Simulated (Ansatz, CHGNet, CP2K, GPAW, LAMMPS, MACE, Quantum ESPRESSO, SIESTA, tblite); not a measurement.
# GPAW runs on amorphous Ge (61 atoms)

Aim: run amorphous Ge (61 atoms) in GPAW and see how near its forces come to a plane-wave reference, and at what cost.

Calculated with GPAW 26.7.0; the method is named at each step.

**1. Set-up**

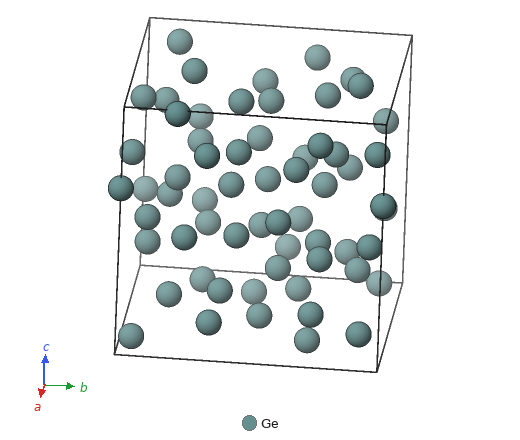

The starting structure, seen slightly off an axis (germanium teal). Some periodic images of atoms are drawn too.

The cell holds 61 atoms: 61 Ge. Its edges and angles: a = 11.188 Å, b = 11.188 Å, c = 11.188 Å, α = 90.0°, β = 90.0°, γ = 90.0°. 61 atoms (61 Ge) placed at random at 5.25 g/cm³, melted at 3500 K for 10 ps at fixed volume with the Tersoff potential (Tersoff, Phys. Rev. B 39, 5566 (1989)). Quenched from 3500 K to 500 K at 3 K/ps and fixed volume, held 5 ps.

The yardstick, on the same geometry:

- method: Kohn-Sham DFT, PBE, SSSP efficiency 1.3.0 pseudopotentials, plane waves (Quantum ESPRESSO 7.5); sssp-pbe-1.3.0-efficiency, cutoffs 45/360 Ry, Γ point
- r.m.s. force component: 0.6362 eV/Å
- longest force: 2.14 eV/Å
- pressure: 3.808 GPa
- time: 2.9 min on 4 MPI ranks of Arm Neoverse V2, shared host
- CPU time: 11 min

**2. PBE, LCAO dzp, h 0.2 Å**

Method: Kohn-Sham DFT, PBE, PAW, atomic orbitals (dzp).

run.py

```python
import numpy as np
from ase.io import read
from gpaw import GPAW, FermiDirac

atoms = read("structure.xyz")
atoms.calc = GPAW(
    mode="lcao",
    basis="dzp",
    h=0.2,
    xc="PBE",
    kpts={"size": (1, 1, 1), "gamma": True},
    occupations=FermiDirac(0.05),
    maxiter=200,
    symmetry={"point_group": False},
    txt="gpaw.txt",
)
energy = atoms.get_potential_energy(force_consistent=True)
forces = atoms.get_forces()
print(f"energy {energy:.6f} eV")
print("forces (eV/A)")
for i, (a, f) in enumerate(zip(atoms, forces)):
    print(f"{i:4d} {a.symbol:2s} {f[0]:10.5f} {f[1]:10.5f} {f[2]:10.5f}")
print(f"Fermi level {atoms.calc.get_fermi_level():.4f} eV")
for k in range(len(atoms.calc.get_ibz_k_points())):
    for s in range(atoms.calc.get_number_of_spins()):
        e = atoms.calc.get_eigenvalues(kpt=k, spin=s)
        n = np.searchsorted(e, atoms.calc.get_fermi_level())
        print(f"k {k} spin {s} levels about the Fermi level:", np.round(e[max(n - 6, 0):n], 4).tolist(), "|", np.round(e[n:n + 6], 4).tolist())
```

structure.xyz

```xyz
61
Lattice="11.18750 0.00000 0.00000 0.00000 11.18750 0.00000 0.00000 0.00000 11.18750" Properties=species:S:1:pos:R:3 pbc="T T T"
Ge 5.87422 6.35718 2.45185
Ge 0.62706 6.30483 1.50707
Ge 8.07145 0.91346 5.15363
Ge 2.56988 5.10049 0.09431
Ge 5.06078 8.14114 6.03857
Ge 4.03544 5.42985 3.66614
Ge 4.78176 5.69578 6.02234
Ge 11.02987 11.16949 7.45669
Ge 8.19865 4.70009 8.40047
Ge 3.67778 2.98952 0.90663
Ge 10.48716 3.54946 8.98211
Ge 5.83160 2.48508 11.05896
Ge 0.69955 7.26136 10.15445
Ge 2.13838 6.89765 3.36072
Ge 0.08200 2.33215 6.91790
Ge 2.71286 10.52979 4.31457
Ge 2.85382 5.11906 7.13852
Ge 3.30937 3.09849 3.35200
Ge 7.54664 1.90959 1.54801
Ge 8.42419 7.19222 7.86403
Ge 5.80508 9.74386 2.57749
Ge 4.70938 8.10344 9.95352
Ge 1.09000 5.11437 9.07317
Ge 8.68363 4.77292 4.82237
Ge 2.01912 10.36712 0.65391
Ge 3.43199 1.13363 8.78801
Ge 5.65014 0.34726 9.64631
Ge 6.76105 4.31110 6.38448
Ge 2.24186 1.50673 11.01566
Ge 6.76094 8.09181 4.04809
Ge 10.01483 8.17448 1.96564
Ge 9.91716 2.66688 5.02811
Ge 8.44533 4.14116 2.19868
Ge 1.27168 6.95258 5.81549
Ge 2.69630 8.98356 6.02648
Ge 2.01297 10.38278 7.98038
Ge 0.65950 2.69697 3.37102
Ge 9.95408 10.55921 5.16124
Ge 6.56236 8.70343 7.99559
Ge 4.06330 1.48458 4.80168
Ge 4.09709 7.10708 0.93460
Ge 8.33860 7.92433 0.18952
Ge 11.01387 10.33468 1.59332
Ge 6.04684 1.95580 6.29398
Ge 6.43695 0.82206 3.45425
Ge 10.97259 2.27498 10.96118
Ge 0.52100 0.14342 3.64858
Ge 6.43225 9.62528 11.12194
Ge 9.74084 8.29397 9.51005
Ge 7.34146 0.10371 7.76860
Ge 9.38452 10.70521 9.14052
Ge 3.37001 9.07452 2.46807
Ge 10.81507 3.92357 1.59646
Ge 9.37479 0.52604 0.21782
Ge 7.38565 5.77219 0.80427
Ge 9.79712 6.62680 5.93956
[... 1 atom lines left out ...]
Ge 4.27217 5.66390 9.38072
Ge 9.22174 8.39521 4.20079
Ge 2.41001 8.96432 9.89288
Ge 6.39366 4.57132 10.02937
```

Command:

```sh
OMP_NUM_THREADS=1 python run.py > output.txt
```

The program printed:

```text
energy -249.055906 eV
forces (eV/A)
   0 Ge   -0.16542    0.54576    1.00588
   1 Ge   -0.92350   -0.19823   -0.83046
   2 Ge    0.91850    0.06415    0.89853
   3 Ge    0.71576   -0.57772   -0.65380
   4 Ge    0.63274   -0.22316    0.27958
   5 Ge    0.00984   -1.26761    0.61657
   6 Ge    1.35233    0.82661   -0.85055
   7 Ge   -0.48004   -0.12835   -0.89627
   8 Ge    0.23599    0.33902    0.26100
   9 Ge    0.42777    1.11193    0.88800
  10 Ge   -0.84368   -0.30859   -1.47978
  11 Ge    0.15504   -0.67433   -0.14479
  12 Ge   -0.32415    0.28007    0.27462
  13 Ge   -0.24314    0.87851    0.52514
  14 Ge    0.84672    0.08219    1.41846
  15 Ge    0.27846    1.27659   -0.50197
  16 Ge   -1.89047   -0.74323    1.04227
  17 Ge   -1.23123    1.44273   -1.33052
  18 Ge    0.12007   -0.04329   -0.27903
  19 Ge    0.22835   -1.28451   -0.11892
  20 Ge   -0.05391    0.52724   -1.26729
  21 Ge    0.03815   -0.04452   -0.81755
  22 Ge    1.33995    0.24221    0.32921
  23 Ge   -0.83402   -0.63415   -0.89757
[...]
53 Ge   -0.54609   -0.18067    0.67605
  54 Ge    0.26203   -0.58708   -1.56649
  55 Ge    1.05658    0.67640   -0.31340
  56 Ge   -0.16842    0.25446    0.26718
  57 Ge   -0.14482    0.46375    0.08355
  58 Ge   -0.22667   -0.04716    0.67228
  59 Ge   -0.12973    0.01247   -0.17098
  60 Ge    0.19316    0.30953    0.54221
Fermi level 5.6469 eV
k 0 spin 0 levels about the Fermi level: [5.0073, 5.1827, 5.2589, 5.2815, 5.491, 5.58] | [5.7049, 5.8736, 5.9775, 6.0113, 6.1958, 6.2212]
```

gpaw.txt:

```text
Input parameters:
  mode=LCAO(),
  basis={'default': 'dzp'},
  h=0.2,
  kpts=MonkhorstPack(size=(1, 1, 1), gamma=True),
  maxiter=200,
  occupations=Occupations(name='fermi-dirac', width=0.05, fixmagmom=False),
  symmetry=Symmetry(point_group=False),
  xc=XC(name='PBE')
Unit cell  # Å
| periodic |         x |         y |         z |   lengths |    angles |
|----------|-----------|-----------|-----------|-----------|-----------|
|      yes | 11.187500 |  0.000000 |  0.000000 | 11.187500 | 90.000000 |
|      yes |  0.000000 | 11.187500 |  0.000000 | 11.187500 | 90.000000 |
|      yes |  0.000000 |  0.000000 | 11.187500 | 11.187500 | 90.000000 |
Number of symmetries: 1
Symmetry operations  # r_c * U_cc + t_c -> r_c
|   | kind |            matrix            |
|---|------|------------------------------|
| 0 |  E   |  1, 0, 0,  0, 1, 0,  0, 0, 1 |
BZ-sampling:
  Number of BZ points: 1
  Number of IBZ points: 1
  Monkhorst-Pack size: [1, 1, 1]
  Monkhorst-Pack shift: [0, 0, 0]
[... lines left out ...]
  Fermi-Dirac:
[... lines left out ...]
xc functional:
  name: PBE with 2 nearest neighbor stencil
interpolation: tri-quintic # 5. degree polynomial
Initialization done in: 6.540 s
convergence criteria:
- Maximum [total energy] change in last 3 cyles: 0.0005 eV / valence electron
- Maximum integral of absolute [dens]ity change: 0.0001 electrons / valence electron
- Maximum integral of absolute [eigenst]ate change: 4e-08 eV^2 / valence electron
maximum number of iterations: 200
SCF iterations
|iter     |      energy | eigst |  dens |
|---------|-------------|-------|-------|
|iter:   1| -249.485124 |      c|       |
|iter:   2| -249.335757 |      c| -1.06 |
|iter:   3| -253.716134 |      c| -1.08 |
|iter:   4| -255.676013 |      c| -1.24 |
|iter:   5| -249.326567 |      c| -1.16 |
|iter:   6| -249.078657 |      c| -1.80 |
|iter:   7| -249.010252 |      c| -2.06 |
|iter:   8| -248.997919c|      c| -2.32 |
|iter:   9| -248.994894c|      c| -2.59 |
|iter:  10| -248.991548c|      c| -2.67 |
|iter:  11| -248.989919c|      c| -3.00 |
|iter:  12| -248.990041c|      c| -3.31 |
|iter:  13| -248.989772c|      c| -3.56 |
|iter:  14| -248.989837c|      c| -3.98 |
|iter:  15| -248.989836c|      c| -4.27c|
Converged in 15 steps
SCF loop duration: 129.070 s (8.605 s/step)
Energy contributions relative to reference atoms: (reference = -3482955.909003)
Energy contributions:
  Kinetic:         986.337971
  Coulomb:        -881.877452
  Zero:              0.639997
  External:          0.000000
  Xc:             -354.024282
  Entropy:          -0.132141
  Spinorbit:         0.000000
  ----------------------------
  Free energy:    -249.055906
  Extrapolated:   -248.989836
dipole moment: (38.403832, -18.521935, 13.469261)  # |e|*Ang
Fermi level: 5.647
Eigenvalues  # (at kpt = [0.000, 0.000, 0.000])
| band index |      eig [eV] | occ [0-2] |
|------------|---------------|-----------|
|          0 |        -7.015 |     2.000 |
|        ... |               |           |
|        114 |         4.889 |     2.000 |
|        115 |         4.900 |     2.000 |
[...]
|        129 |         6.511 |     0.000 |
|        ... |               |           |
|        150 |         8.259 |     0.000 |
Gap: 0.125 eV
Transition (v -> c):
  (s=0, k=0, n=121, [0.00, 0.00, 0.00]) -> (s=0, k=0, n=122, [0.00, 0.00, 0.00])
No difference between direct/indirect transitions
Force computation time: 18.340  # s
timing:  # [seconds]
  Total:  153.975  # ━━━━━━━━━━━━━━━━━━━━━━━━━━━━━━━━━━━━━━━━━━━━━━━━━━━━━━━━
  Init:     6.540  # ━━╸
  SCF:    129.070  # ━━━━━━━━━━━━━━━━━━━━━━━━━━━━━━━━━━━━━━━━━━━━━━━
  Forces:  18.340  # ━━━━━━╸
```

Elapsed: 2.6 min, on 1 thread of Arm Neoverse V2, shared host; peak memory 1.4 GiB.

Banners, paths, timers and routine set-up lines are dropped from the logs unmarked, and long logs keep their key lines alone; longer cuts are marked.

Against the reference:

| Quantity | Value |
| --- | --- |
| r.m.s. force component | 0.6936 eV/Å |
| r.m.s. difference of force components | 71.59 meV/Å |
| longest difference of force vectors | 186.7 meV/Å |
| force difference over r.m.s. force | 11.25 % |
| slope of forces against the reference's | 1.088 |
| correlation of force components | 0.9979 |

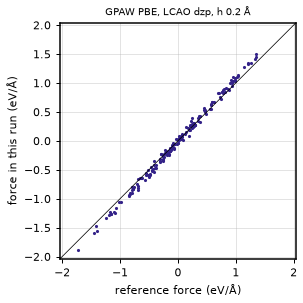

Force components against those of the reference; the line marks equality.

A closer look about Ge49, picked at random: 9 atoms, nearest first, numbered in the order of the input, with positions taken from that point.

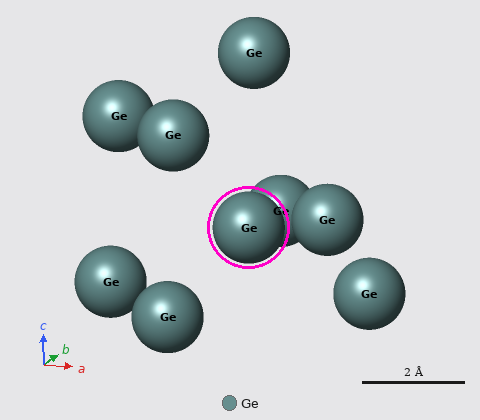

The atoms of the table, within 3.9 Å (arrows a, b, c point along x, y, z); some may hide others; the central atom is ringed.

```csv
atom,x,y,z,distance (Å),bonds,Fx,Fy,Fz (eV/Å)
Ge49,0.00,0.00,0.00,0.00,4,0.83,0.09,-0.22
Ge42,-1.40,-0.37,1.87,2.36,4,-0.37,0.39,0.84
Ge20,-1.32,-1.10,-1.65,2.38,4,0.23,-1.28,-0.12
Ge51,-0.36,2.41,-0.37,2.47,4,-0.51,0.03,0.50
Ge13,2.15,-1.03,0.64,2.47,4,-0.32,0.28,0.27
Ge39,-3.18,0.41,-1.51,3.54,4,-1.06,0.85,-0.51
Ge31,0.27,-0.12,3.64,3.66,4,0.23,-0.62,-0.22
Ge8,1.29,2.88,-2.05,3.76,4,-0.48,-0.13,-0.90
Ge48,-3.31,1.33,1.61,3.91,4,-0.07,0.11,1.33
```

Atoms are counted from 1 here, from 0 in the log.

Forces lie 11 % from the reference's, at 0.23 times its CPU time (on 1 against 4 cores).

**3. PBE, LCAO dzp, h 0.2 Å, other mixer settings**

Method: Kohn-Sham DFT, PBE, PAW, atomic orbitals (dzp).

Changes to run.py since step 2:

```diff
@@ -2,3 +2,3 @@
 from ase.io import read
-from gpaw import GPAW, FermiDirac
+from gpaw import GPAW, FermiDirac, Mixer
 
@@ -12,2 +12,3 @@
     occupations=FermiDirac(0.05),
+    mixer=Mixer(0.03, 7, 100),
     maxiter=200,
```

structure.xyz is that of step 2.

The program printed:

```text
energy -249.055905 eV
forces (eV/A)
   0 Ge   -0.16571    0.54354    1.00420
   1 Ge   -0.92347   -0.19867   -0.83006
   2 Ge    0.91832    0.06308    0.89656
   3 Ge    0.71596   -0.57914   -0.65531
   4 Ge    0.63343   -0.22305    0.27989
   5 Ge    0.01015   -1.26917    0.61864
   6 Ge    1.35129    0.82725   -0.85089
   7 Ge   -0.47843   -0.12818   -0.89574
   8 Ge    0.23376    0.33935    0.26124
   9 Ge    0.42821    1.11179    0.88800
  10 Ge   -0.84157   -0.31017   -1.47950
  11 Ge    0.15613   -0.67330   -0.14411
[...]
56 Ge   -0.16706    0.25479    0.26439
  57 Ge   -0.14517    0.46468    0.08429
  58 Ge   -0.22534   -0.04692    0.67211
  59 Ge   -0.12931    0.01233   -0.17119
  60 Ge    0.19185    0.30844    0.54300
Fermi level 5.6469 eV
k 0 spin 0 levels about the Fermi level: [5.0072, 5.1827, 5.2589, 5.2814, 5.491, 5.58] | [5.7049, 5.8735, 5.9775, 6.0112, 6.1958, 6.2212]
```

gpaw.txt:

```text
Input parameters:
  mode=LCAO(),
  basis={'default': 'dzp'},
  h=0.2,
  kpts=MonkhorstPack(size=(1, 1, 1), gamma=True),
  maxiter=200,
  mixer=Pulay(name='pulay', nmaxold=7, beta=0.03, weight=100, sigma=0.015, g_ss=None),
  occupations=Occupations(name='fermi-dirac', width=0.05, fixmagmom=False),
[... lines left out ...]
  Fermi-Dirac:
[... lines left out ...]
convergence criteria:
- Maximum [total energy] change in last 3 cyles: 0.0005 eV / valence electron
[... lines left out ...]
Converged in 20 steps
[... lines left out ...]
  Free energy:    -249.055905
[... lines left out ...]
Fermi level: 5.647
[... lines left out ...]
|          0 |        -7.015 |     2.000 |
|        ... |               |           |
|        114 |         4.890 |     2.000 |
|        115 |         4.900 |     2.000 |
[...]
|        129 |         6.511 |     0.000 |
|        ... |               |           |
|        150 |         8.259 |     0.000 |
Gap: 0.125 eV
Transition (v -> c):
  (s=0, k=0, n=121, [0.00, 0.00, 0.00]) -> (s=0, k=0, n=122, [0.00, 0.00, 0.00])
No difference between direct/indirect transitions
Force computation time: 18.333  # s
timing:  # [seconds]
  Total:  198.448  # ━━━━━━━━━━━━━━━━━━━━━━━━━━━━━━━━━━━━━━━━━━━━━━━━━━━━━━━━
  Init:     6.557  # ━━
  SCF:    173.533  # ━━━━━━━━━━━━━━━━━━━━━━━━━━━━━━━━━━━━━━━━━━━━━━━━━
  Forces:  18.333  # ━━━━━
```

The job ended after 3.3 min (1 thread; peak memory 1.3 GiB).

Against the reference:

```yaml
r_m_s_force_component: 0.6936 eV/Å
r_m_s_difference_of_force_components: 71.35 meV/Å
longest_difference_of_force_vectors: 187 meV/Å
force_difference_over_r_m_s_force: 11.21 %
slope_of_forces_against_the_reference_s: 1.088
correlation_of_force_components: 0.998
energy_less_the_same_level_run_s: 0 meV/atom
r_m_s_force_difference_from_the_same_level_run: 1.084 meV/Å
```

Against the first run (11 %), the force difference from the reference is 11 %, at 1.3 times the CPU time: another solver or mixer reaches the same state.

**4. PBE, LCAO dzp, h 0.15 Å**

Method: Kohn-Sham DFT, PBE, PAW, atomic orbitals (dzp).

Changes to run.py since step 3:

```diff
@@ -2,3 +2,3 @@
 from ase.io import read
-from gpaw import GPAW, FermiDirac, Mixer
+from gpaw import GPAW, FermiDirac
 
@@ -8,3 +8,3 @@
     basis="dzp",
-    h=0.2,
+    h=0.15,
     xc="PBE",
@@ -12,3 +12,2 @@
     occupations=FermiDirac(0.05),
-    mixer=Mixer(0.03, 7, 100),
     maxiter=200,
```

structure.xyz is that of step 3.

The program printed:

```text
energy -249.495892 eV
forces (eV/A)
   0 Ge   -0.16474    0.56459    0.99752
   1 Ge   -0.92312   -0.19200   -0.81527
   2 Ge    0.90568    0.06678    0.90846
   3 Ge    0.72415   -0.57232   -0.66515
   4 Ge    0.60157   -0.21212    0.28806
   5 Ge    0.00366   -1.27621    0.60121
   6 Ge    1.34237    0.81849   -0.86978
   7 Ge   -0.49427   -0.12258   -0.88656
   8 Ge    0.22830    0.32365    0.26162
   9 Ge    0.42474    1.11644    0.89775
  10 Ge   -0.84231   -0.28811   -1.48702
  11 Ge    0.14593   -0.67372   -0.14273
[...]
56 Ge   -0.15237    0.26480    0.26308
  57 Ge   -0.15148    0.45714    0.07763
  58 Ge   -0.23569   -0.03754    0.67766
  59 Ge   -0.12122    0.01128   -0.16183
  60 Ge    0.18975    0.30779    0.55288
Fermi level 5.6467 eV
k 0 spin 0 levels about the Fermi level: [5.0072, 5.1826, 5.2588, 5.2813, 5.4909, 5.5798] | [5.7048, 5.8733, 5.9773, 6.0111, 6.1956, 6.2209]
```

gpaw.txt:

```text
Input parameters:
  mode=LCAO(),
  basis={'default': 'dzp'},
  h=0.15,
  kpts=MonkhorstPack(size=(1, 1, 1), gamma=True),
  maxiter=200,
  occupations=Occupations(name='fermi-dirac', width=0.05, fixmagmom=False),
  symmetry=Symmetry(point_group=False),
  xc=XC(name='PBE')
[... lines left out ...]
  Fermi-Dirac:
[... lines left out ...]
convergence criteria:
- Maximum [total energy] change in last 3 cyles: 0.0005 eV / valence electron
[... lines left out ...]
Converged in 15 steps
[... lines left out ...]
  Free energy:    -249.495892
[... lines left out ...]
Fermi level: 5.647
[... lines left out ...]
|          0 |        -7.015 |     2.000 |
|        ... |               |           |
|        114 |         4.889 |     2.000 |
|        115 |         4.900 |     2.000 |
[...]
|        129 |         6.511 |     0.000 |
|        ... |               |           |
|        150 |         8.259 |     0.000 |
Gap: 0.125 eV
Transition (v -> c):
  (s=0, k=0, n=121, [0.00, 0.00, 0.00]) -> (s=0, k=0, n=122, [0.00, 0.00, 0.00])
No difference between direct/indirect transitions
Force computation time: 41.463  # s
timing:  # [seconds]
  Total:  338.627  # ━━━━━━━━━━━━━━━━━━━━━━━━━━━━━━━━━━━━━━━━━━━━━━━━━━━━━━━━
  Init:    11.803  # ━━
  SCF:    285.335  # ━━━━━━━━━━━━━━━━━━━━━━━━━━━━━━━━━━━━━━━━━━━━━━━
  Forces:  41.463  # ━━━━━━━
```

It took 5.7 min on 1 thread; peak memory 3.1 GiB.

Compared with the plane-wave run:

```yaml
r_m_s_force_component: 0.6938 eV/Å
r_m_s_difference_of_force_components: 71.4 meV/Å
longest_difference_of_force_vectors: 192.3 meV/Å
force_difference_over_r_m_s_force: 11.22 %
slope_of_forces_against_the_reference_s: 1.088
correlation_of_force_components: 0.998
energy_less_the_same_level_run_s: -7.213 meV/atom
r_m_s_force_difference_from_the_same_level_run: 9.892 meV/Å
```

Against the first run (11 %), the force difference from the reference is 11 %, at 2.2 times the CPU time: the change moves forces by 9.9 meV/Å r.m.s., so most of the difference comes from elsewhere.

(Part 1 of 2 ends here.)

[Also dropped from logs without a mark: logging warnings of Python, and SIESTA's first energy breakdown and zero terms.]

[Logs are printed without paths, hosts, clocks, repeated set-up lines and the standing remarks that a program may print on its own settings, such as how far it seeks lower states.]

[Hosts, paths, dates, database ids (printed as entryN), source tags and the programs' standing remarks are cut or masked in the printed files.]
